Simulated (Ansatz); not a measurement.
# AlH3 (singlet): inputs that go wrong at scale of all distances = 2.012

3 inputs are run for AlH3 (singlet) as typed; the log has to tell whether the result can be used and what must change.

The runs use Ansatz 0.2.0, Gaussian basis; the settings change from run to run.

20 further runs of the same task are left out: 10 for a known fault of the program, 8 that didn't finish, 2 set aside as unsound or not needed.

## 1. What is computed

The geometry derives from a PBE0/def2-TZVP stationary point (not a proven minimum). All distances are scaled together.

4 atoms, charge 0, spin multiplicity 1.

Atoms are counted from 1 here; the program's logs count them from 0.

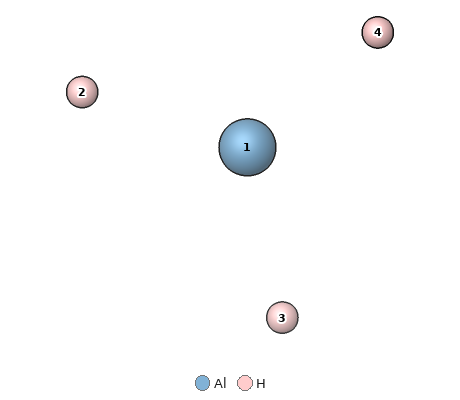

The structure; aluminium light blue, hydrogen pink; atoms are numbered from 1 in the order of the file.

## 2. Attempt 1

Input file in.yaml:

```yaml
crystal:
  periodic: [false, false, false]
  atoms:
    - {symbol: Al, position_ang: [0.000000, 0.000000, 0.000000]}
    - {symbol: H, position_ang: [3.190581, 0.030283, -0.000167]}
    - {symbol: H, position_ang: [-1.621517, 2.747977, -0.005613]}
    - {symbol: H, position_ang: [-1.569065, -2.778260, 0.005780]}
basis:
  gaussian: {orbitals: "6-31++G**"}
magnetization: {spin_polarized: false}
correlation: {method: mp2, frozen_orbitals: {Al: 9}}
output: {forces: true}
```

Command:

```bash
> ansatz run in.yaml --threads 1 --pin off --events-out ev --progress --plain --max-ram 2393MiB
```

Standard output:

```text
Functional definition: HF
  name "HF"
  cite "Fock, Z. Phys. 61, 126 (1930) doi:10.1007/BF01340294"
  parent pbe
  exchange = exact_x
  correlation = 0
Error: "frozen_orbitals" has no count for H
```

Run time: 0.03 s. Hardware: 1 thread of Arm Neoverse V1, shared host.

What is wrong: The run was refused. The frozen-orbital counts are incomplete or too large. To mend it, leave frozen_orbitals out, or give each element a count that its core has.

## 3. Attempt 2

Input file in.yaml:

```yaml
crystal:
  periodic: [false, false, false]
  atoms:
    - {symbol: Al, position_ang: [0.000000, 0.000000, 0.000000]}
    - {symbol: H, position_ang: [3.190581, 0.030283, -0.000167]}
    - {symbol: H, position_ang: [-1.621517, 2.747977, -0.005613]}
    - {symbol: H, position_ang: [-1.569065, -2.778260, 0.005780]}
basis:
  gaussian: {orbitals: "6-31++G**"}
magnetization: {spin_polarized: true, initial_magnetization: 0}
correlation: {method: bccd, electrons: outside_noble_gas}
nroots: 3
```

The command is unchanged.

Standard output:

```text
Error: YAML parse error: error: line 12 column 1: unknown field `nroots`, expected one of crystal, accuracy, basis, kpoints, hamiltonian, magnetization, projection, total_charge, correlation, batch, efield, external_charges, scf, relax, neb, saddle, md, ramp, phonons, dielectric, real_time, elastic, magnetic_configurations, gw, evaluate, workflow, output, checkpoint, execution
  --> <input>:12:1
   |
10 | magnetization: {spin_polarized: true, initial_magnetization: 0}
11 | correlation: {method: bccd, electrons: outside_noble_gas}
12 | nroots: 3
   | ^ unknown field `nroots`, expected one of crystal, accuracy, basis, kpoints, hamiltonian, magnetization, projection, total_charge, correlation, batch, efield, external_charges, scf, relax, neb, saddle, md, ramp, phonons, dielectric, real_time, elastic, magnetic_configurations, gw, evaluate, workflow, output, checkpoint, execution
```

Wall time 0.03 s (1 thread of Arm Neoverse V1, shared host).

Diagnosis: The run was refused. The input holds a key that the program doesn't read here. To mend it, remove it or spell it as the reference does.

## 4. Attempt 3

Input file in.yaml:

```yaml
crystal:
  periodic: [false, false, false]
  atoms:
    - {symbol: Al, position_ang: [0.000000, 0.000000, 0.000000]}
    - {symbol: H, position_ang: [3.190581, 0.030283, -0.000167]}
    - {symbol: H, position_ang: [-1.621517, 2.747977, -0.005613]}
    - {symbol: H, position_ang: [-1.569065, -2.778260, 0.005780]}
basis:
  gaussian: {orbitals: aug-cc-pVTZ}
magnetization: {spin_polarized: false}
correlation: {method: ccsdtq, electrons: all}
accuracy: high
scf: {omitted_lower_state_checks: [cluster_reference]}
```

Same command.

Standard output:

```text
Functional definition: HF
  name "HF"
  cite "Fock, Z. Phys. 61, 126 (1930) doi:10.1007/BF01340294"
  parent pbe
  exchange = exact_x
  correlation = 0
these checks for a lower state are left out or cut short: cluster_reference
1801 factors; integrals over basis functions are off by at most 3.2e-9 eV
mean field evaluation 1: about -6617.4147 eV, gradient 6.8e0 eV
mean field evaluation 2: about -6617.4150 eV, gradient 6.8e0 eV
mean field evaluation 4: about -6618.0003 eV, gradient 1.1e0 eV
mean field evaluation 8: about -6618.0359 eV, gradient 1.2e-2 eV
mean field evaluation 16: about -6614.5065 eV, gradient 1.2e1 eV
mean field evaluation 32: about -6601.9819 eV, gradient 9.8e0 eV
mean field -6618.03588841 eV, -243.2083330332 hartree, gradient 2.3e-8 eV, S^2 0.000000; 3 other end points of the search recorded, 0 dependent functions left out; unrestricted orbitals would lower it
reference -6618.03588841 eV, -243.2083330332 hartree; 8, 8 occupied and 111, 111 virtual orbitals, 1801 factors
Error: with its amplitudes the run needs 459.83 GiB of memory by its plan, which may be too low or too high, and 2.33 GiB are given
refused for memory
```

Run time: 4.1 s. Hardware: 1 thread of Arm Neoverse V1, shared host; peak memory 0.25 GiB.

**Diagnosis.** The run was refused for memory. The method is too large for the memory allowed. Fix: freeze cores, shrink the basis or take a lower level.

## 5. How the runs ended

| attempt | level | ended | cause | time |
| --- | --- | --- | --- | --- |
| 1 | MP2 on RHF/6-31++G** | refused | the frozen-orbital counts are incomplete or too large | 0.03 s |
| 2 | BCCD on UHF/6-31++G** | refused | the input holds a key that the program doesn't read here | 0.03 s |
| 3 | CCSDTQ on RHF/aug-cc-pVTZ | out of memory | the method is too large for the memory allowed | 4.1 s |

2 refused, 1 out of memory.
